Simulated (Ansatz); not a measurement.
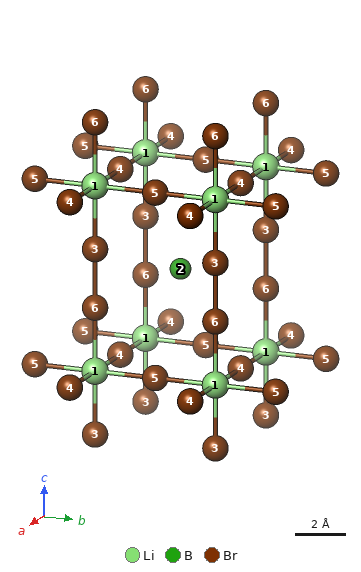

A crystal of LiBBr4 (a generated structure, set up in P4/mmm), before the relaxation. Style: ball-and-stick. Shown: the cell of the calculation, slightly off an axis.

Computed with Ansatz 0.2.0, DFT PBE, scalar-relativistic, plane waves, PAW.

Input
```yaml
crystal:
  lattice:
    - [5.247, 0.0, 0.0]
    - [0.0, 5.247, 0.0]
    - [0.0, 0.0, 7.74948974]
  atoms:
    - { symbol: Li, position: [0.0, 0.0, 0.0] }
    - { symbol: B, position: [0.5, 0.5, 0.5] }
    - { symbol: Br, position: [0.0, 0.0, 0.658042] }
    - { symbol: Br, position: [0.5, 0.0, 0.0] }
    - { symbol: Br, position: [0.0, 0.5, 0.0] }
    - { symbol: Br, position: [0.0, 0.0, 0.341958] }
basis:
  ecutwfc: 420
kpoints:
  mp_grid: { grid: [8, 8, 6] }
hamiltonian:
  xc: pbe
scf:
  occupations: { method: gaussian, width: 0.1 }
output:
  forces: true
  stress: true
  eigenvalues: true
relax:
  adjacent_minimum: "off"
  f_tol: 0.01
  max_steps: 80
  cell: { stress_tol: 0.05 }
```

Command:
```bash
ansatz run input.yaml --threads 1 --pin off --max-ram 2048MiB --backend cpu --events-out ev --progress --plain --runs-dir out
```

**What does the optimiser find from here?**

The largest moves relative to the cell, 0.070 Å, are those of Br3 and Br6. Br3 goes along −c. B and Li stay in place. The drawn cell changes as follows: a = b 5.247 → 4.672 Å (−11.0 %), c 7.749 → 9.204 Å (+18.8 %); the volume changes by −5.8 %. Some distances before and after: Li1–Br3 2.650 → 3.218 Å, Br4–Br5 3.710 → 3.304 Å, Br3–Br6 2.449 → 2.768 Å, Li1–Br4 2.624 → 2.336 Å. The space group stays P4/mmm (No. 123). After 9 accepted moves (12 points after the start) the energy has fallen by 81.4 meV per atom. Largest force component: 0.18 eV/Å at the start, 0.0017 eV/Å at the end. Pressure: −0.35 GPa at the start and 0.00 GPa at the end. The line search rejected the trial step at point 4 of the run. The SCF was repeated twice at an unchanged geometry on a basis and grid sized afresh for the cell, which shifted the energy by 0.7 meV per atom at most. Cost: 4.2 min on 1 thread of Arm Neoverse V1 (shared host), peak memory 0.57 GiB.

History of the run:

```json
{"step": "0", "E − E(0), meV/atom": "0.00", "largest force component, eV/Å": "0.1793", "pressure, GPa": "-0.35", "volume, Å³/atom": "35.559", "note": ""}
{"step": "1", "E − E(0), meV/atom": "-37.61", "largest force component, eV/Å": "0.0395", "pressure, GPa": "-0.32", "volume, Å³/atom": "34.800", "note": ""}
{"step": "2", "E − E(0), meV/atom": "-61.35", "largest force component, eV/Å": "0.3757", "pressure, GPa": "0.49", "volume, Å³/atom": "32.602", "note": ""}
{"step": "3", "E − E(0), meV/atom": "-71.38", "largest force component, eV/Å": "0.3999", "pressure, GPa": "0.45", "volume, Å³/atom": "32.568", "note": ""}
{"step": "4", "E − E(0), meV/atom": "-61.08", "largest force component, eV/Å": "0.6337", "pressure, GPa": "0.01", "volume, Å³/atom": "32.197", "note": "rejected"}
{"step": "5", "E − E(0), meV/atom": "-79.26", "largest force component, eV/Å": "0.0254", "pressure, GPa": "-0.16", "volume, Å³/atom": "33.137", "note": ""}
{"step": "6", "E − E(0), meV/atom": "-79.82", "largest force component, eV/Å": "0.1206", "pressure, GPa": "0.10", "volume, Å³/atom": "32.729", "note": ""}
{"step": "7", "E − E(0), meV/atom": "-80.50", "largest force component, eV/Å": "0.0155", "pressure, GPa": "0.04", "volume, Å³/atom": "33.000", "note": ""}
{"step": "8", "E − E(0), meV/atom": "-80.51", "largest force component, eV/Å": "0.0028", "pressure, GPa": "0.01", "volume, Å³/atom": "33.071", "note": ""}
{"step": "9", "E − E(0), meV/atom": "-81.19", "largest force component, eV/Å": "0.0025", "pressure, GPa": "0.05", "volume, Å³/atom": "33.071", "note": "same geometry, new basis"}
{"step": "10", "E − E(0), meV/atom": "-81.38", "largest force component, eV/Å": "0.0081", "pressure, GPa": "0.02", "volume, Å³/atom": "33.314", "note": ""}
{"step": "11", "E − E(0), meV/atom": "-81.41", "largest force component, eV/Å": "0.0017", "pressure, GPa": "0.00", "volume, Å³/atom": "33.488", "note": ""}
{"step": "12", "E − E(0), meV/atom": "-81.43", "largest force component, eV/Å": "0.0017", "pressure, GPa": "0.00", "volume, Å³/atom": "33.488", "note": "same geometry, new basis"}
```

Final geometry:

```
CELL_PARAMETERS angstrom
4.67230 0.00000 0.00000
0.00000 4.67230 0.00000
0.00000 0.00000 9.20397
ATOMIC_POSITIONS crystal
Li 0.00000 0.00000 0.00000
B 0.50000 0.50000 0.50000
Br 0.00000 0.00000 0.65039
Br 0.50000 0.00000 0.00000
Br 0.00000 0.50000 0.00000
Br 0.00000 0.00000 0.34961
```

The end point in the same view:

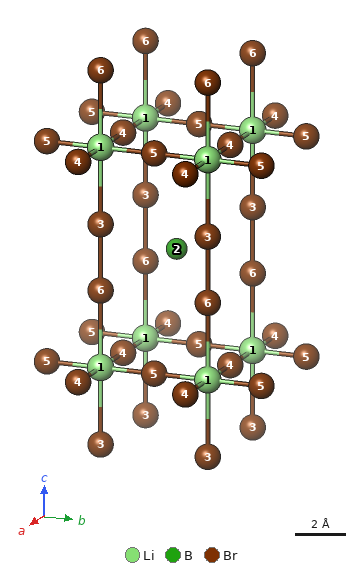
